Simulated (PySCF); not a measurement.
# C₃H₇N₃Si: magnetic properties

Wanted: magnetic properties for C₃H₇N₃Si (`Cn1ncc([SiH3])n1`).

Programs: PySCF 2.14.0, with routines of our own; each step states its level. All values are computed. Atoms count from 0.

## 1. The starting structure

14 atoms, charge 0, multiplicity 1; geometry from: GFN2-xTB.

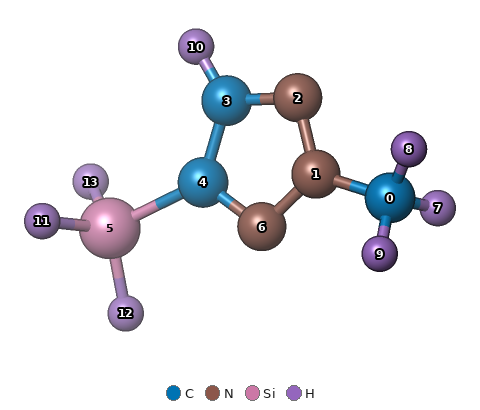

The starting geometry (carbon blue, nitrogen brown, silicon pink, hydrogen purple).

## 2. Magnetic properties: GIAO B3LYP/pcSseg-1

Job settings and geometry (Å):

```
{"job": {"kind": "mag", "xc": "B3LYP", "basis": "pcSseg-1", "isotopologues": 2}, "charge": 0, "multiplicity": 1}
C      2.615678    -0.285633    -0.017836
N      1.247985     0.133206    -0.057083
N      0.899281     1.364123    -0.353940
C     -0.422187     1.351123    -0.319413
C     -0.853095     0.054553     0.011230
Si    -2.578514    -0.633148     0.234952
N      0.247181    -0.681052     0.166839
H      2.931564    -0.654254    -0.996516
H      3.231701     0.568045     0.257574
H      2.718240    -1.084822     0.713573
H     -0.998605     2.230019    -0.520276
H     -3.076928    -0.247182     1.558887
H     -2.536561    -2.085761     0.098208
H     -3.426420    -0.029689    -0.798364
```

Level: GIAO B3LYP/pcSseg-1 magnetisability, rotational g tensor and spin-rotation constants, non-relativistic, gas phase.

Launch:

```
$ OMP_NUM_THREADS=1 python excited_run.py task.json out
```

This one command runs all jobs of the session in turn.

What it wrote:

```text
coarse grid: 12408 points
cycle   1  E = -572.1220808892  dE =  1.146e+00  |g| = 5.014e-01  |ddm| = 3.499e+00
cycle   2  E = -572.0187486736  dE =  1.033e-01  |g| = 8.931e-01  |ddm| = 9.989e-01
cycle   3  E = -572.1742959026  dE = -1.555e-01  |g| = 1.114e-01  |ddm| = 6.368e-01
cycle   4  E = -572.1763321971  dE = -2.036e-03  |g| = 6.302e-02  |ddm| = 1.402e-01
cycle   5  E = -572.1772219909  dE = -8.898e-04  |g| = 1.540e-02  |ddm| = 5.199e-02
cycle   6  E = -572.1772659606  dE = -4.397e-05  |g| = 3.774e-03  |ddm| = 1.178e-02
cycle   7  E = -572.1772693201  dE = -3.360e-06  |g| = 5.728e-04  |ddm| = 3.226e-03
final grid: 116136 points
cycle   8  E = -572.2250894074  dE = -2.320e-05  |g| = 5.063e-03  |ddm| = 1.978e-02
cycle   9  E = -572.2250850930  dE =  4.314e-06  |g| = 6.620e-03  |ddm| = 1.010e-02
cycle  10  E = -572.2250950075  dE = -9.914e-06  |g| = 1.902e-03  |ddm| = 6.330e-03
cycle  11  E = -572.2250958272  dE = -8.198e-07  |g| = 1.874e-04  |ddm| = 1.560e-03
cycle  12  E = -572.2250958335  dE = -6.222e-09  |g| = 6.930e-05  |ddm| = 1.718e-04
cycle  13  E = -572.2250958342  dE = -7.375e-10  |g| = 4.025e-05  |ddm| = 7.552e-05
cycle  14  E = -572.2250958345  dE = -3.301e-10  |g| = 9.417e-06  |ddm| = 3.227e-05
converged SCF energy = -572.2250958345

Magnetisability tensor (1e-30 J/T^2)
     -878.69      -26.95       -0.28
      -26.95     -865.03     -172.11
       -0.28     -172.11    -1527.02
isotropic -1090.25   principal values   -1569.16   -888.96   -812.63
isotropic susceptibility -65.656 1e-6 cm^3/mol

Inertial axes            a          b          c
rot. const./GHz      6.4727     1.3375     1.1306
chi total           -53.374    -49.115    -94.480
chi diamagnetic    -292.619  -1008.053  -1172.874
chi paramagnetic    239.245    958.938   1078.395
quadrupole/D A        7.837     -4.241     -3.596
g nuclear            0.6146     0.5810     0.5785
g electronic        -0.7275    -0.6025    -0.5728
g total             -0.1129    -0.0215     0.0057

Spin-rotation constants (kHz, H = +C I.J)
atom  isotope        aa         bb         cc
  1    14N        1.274      0.203      0.116
  2    14N        1.538      0.357      0.073
  6    14N        1.991      0.286      0.076
  7     1H       -0.551     -0.140      0.039
  8     1H       -0.115     -0.085     -0.082
  9     1H       -0.659      0.022     -0.077
 10     1H       -0.462      0.118     -0.124
 11     1H       -0.459     -0.125      0.031
 12     1H       -0.570      0.037     -0.088
 13     1H       -0.375     -0.051     -0.048
  0    13C*       0.983      0.250      0.236
  3    13C*       2.398      0.627      0.218
  4    13C*       3.094      0.496      0.190
  5   29Si*      -3.401     -0.718     -0.634
* in the singly substituted isotopologue

Isotopologues: g along a, b, c
2H    at 7,8,9,10,11,12    -0.0930    -0.0185     0.0049
13C   at 0                 -0.1122    -0.0211     0.0056
```

Run time: 18 s. Hardware: 1 thread of Intel Xeon 6975P-C, shared host; peak memory 0.74 GiB.

In short:

| quantity | value |
| --- | --- |
| magnetisability | -1090·10⁻³⁰ J/T² |
| molar susceptibility | -65.7·10⁻⁶ cm³/mol |
| rotational g (a, b, c) | -0.1129, -0.0215, 0.0057 |

## 3. Magnetic properties: GIAO OPBE/pcSseg-0

The job, as its differences from that of step 2:

```diff
@@ -1,2 +1,2 @@
-{"job": {"kind": "mag", "xc": "B3LYP", "basis": "pcSseg-1", "isotopologues": 2}, "charge": 0, "multiplicity": 1}
+{"job": {"kind": "mag", "xc": "OPBE", "basis": "pcSseg-0", "scf": {"conv": 1e-11}}, "charge": 0, "multiplicity": 1}
 C      2.615678    -0.285633    -0.017836
```

Level: GIAO OPBE/pcSseg-0 magnetisability, rotational g tensor and spin-rotation constants, non-relativistic, gas phase.

What it wrote:

```text
final grid: 116136 points
cycle   1  E = -570.9771239011  dE =  1.006e+00  |g| = 4.833e-01  |ddm| = 4.232e+00
cycle   2  E = -570.7923596828  dE =  1.848e-01  |g| = 1.044e+00  |ddm| = 1.903e+00
cycle   3  E = -571.0295251001  dE = -2.372e-01  |g| = 1.372e-01  |ddm| = 1.169e+00
cycle   4  E = -571.0331409478  dE = -3.616e-03  |g| = 7.580e-02  |ddm| = 2.579e-01
cycle   5  E = -571.0344695385  dE = -1.329e-03  |g| = 1.815e-02  |ddm| = 8.829e-02
cycle   6  E = -571.0345460995  dE = -7.656e-05  |g| = 2.884e-03  |ddm| = 2.199e-02
cycle   7  E = -571.0345479316  dE = -1.832e-06  |g| = 1.019e-03  |ddm| = 4.351e-03
cycle   8  E = -571.0345481714  dE = -2.398e-07  |g| = 4.237e-04  |ddm| = 1.630e-03
cycle   9  E = -571.0345482096  dE = -3.825e-08  |g| = 1.095e-04  |ddm| = 5.294e-04
cycle  10  E = -571.0345482123  dE = -2.688e-09  |g| = 4.307e-05  |ddm| = 2.018e-04
cycle  11  E = -571.0345482128  dE = -4.804e-10  |g| = 1.036e-05  |ddm| = 6.133e-05
cycle  12  E = -571.0345482128  dE = -2.194e-11  |g| = 5.318e-06  |ddm| = 1.872e-05
cycle  13  E = -571.0345482128  dE =  1.137e-12  |g| = 4.538e-06  |ddm| = 8.691e-06
cycle  14  E = -571.0345482128  dE = -1.592e-12  |g| = 3.217e-07  |ddm| = 5.638e-06
converged SCF energy = -571.0345482128

Magnetisability tensor (1e-30 J/T^2)
     -997.52      -42.79       -1.30
      -42.79     -980.53     -166.52
       -1.30     -166.52    -1622.00
isotropic -1200.02   principal values   -1662.85  -1018.88   -918.34
isotropic susceptibility -72.267 1e-6 cm^3/mol

Inertial axes            a          b          c
rot. const./GHz      6.4727     1.3375     1.1306
chi total           -60.829    -55.839   -100.132
chi diamagnetic    -293.975  -1007.717  -1172.586
chi paramagnetic    233.146    951.878   1072.453
quadrupole/D A        9.726     -5.225     -4.500
g nuclear            0.6146     0.5810     0.5785
g electronic        -0.7090    -0.5981    -0.5697
g total             -0.0944    -0.0171     0.0088

Spin-rotation constants (kHz, H = +C I.J)
atom  isotope        aa         bb         cc
  1    14N        1.167      0.186      0.104
  2    14N        1.497      0.346      0.065
  6    14N        1.998      0.260      0.069
  7     1H       -0.614     -0.149      0.029
  8     1H       -0.183     -0.094     -0.089
  9     1H       -0.725      0.012     -0.084
 10     1H       -0.497      0.101     -0.142
 11     1H       -0.557     -0.134      0.018
 12     1H       -0.671      0.025     -0.098
 13     1H       -0.475     -0.060     -0.060
  0    13C*       0.885      0.234      0.220
  3    13C*       2.283      0.584      0.201
  4    13C*       2.861      0.448      0.169
  5   29Si*      -2.924     -0.676     -0.604
* in the singly substituted isotopologue
```

Run time: 9.5 s. Hardware: 1 thread of Intel Xeon 6975P-C, shared host; peak memory 0.45 GiB.

Key values:

| quantity | value |
| --- | --- |
| magnetisability | -1200·10⁻³⁰ J/T² |
| molar susceptibility | -72.3·10⁻⁶ cm³/mol |
| rotational g (a, b, c) | -0.0944, -0.0171, 0.0088 |

## 4. The levels compared

| level | ξ (10⁻³⁰ J/T²) | g(a) | g(b) | gap (eV) | functions | time |
| --- | --- | --- | --- | --- | --- | --- |
| GIAO B3LYP/pcSseg-1 | -1090 | -0.1129 | -0.0215 | 6.97 | 161 | 18 s |
| GIAO OPBE/pcSseg-0 | -1200 | -0.0944 | -0.0171 | 5.27 | 81 | 9.5 s |

## 5. Summary of results

```
                                            quantity                      value
       magnetisability (step 2, GIAO B3LYP/pcSseg-1)           -1090·10⁻³⁰ J/T²
  molar susceptibility (step 2, GIAO B3LYP/pcSseg-1)         -65.7·10⁻⁶ cm³/mol
rotational g (a, b, c) (step 2, GIAO B3LYP/pcSseg-1)   -0.1129, -0.0215, 0.0057
                     magnetisability over the levels  -1200 to -1090·10⁻³⁰ J/T²
```

**Reading.** The magnetisability spreads by 9.6 % over 2 levels, from GIAO OPBE/pcSseg-0 (9.5 s) to GIAO B3LYP/pcSseg-1 (18 s); the runs took 9.5 s to 18 s. Two levels can agree by chance, so this spread shows no convergence. Vibrational averaging and real surroundings are missing from these values.
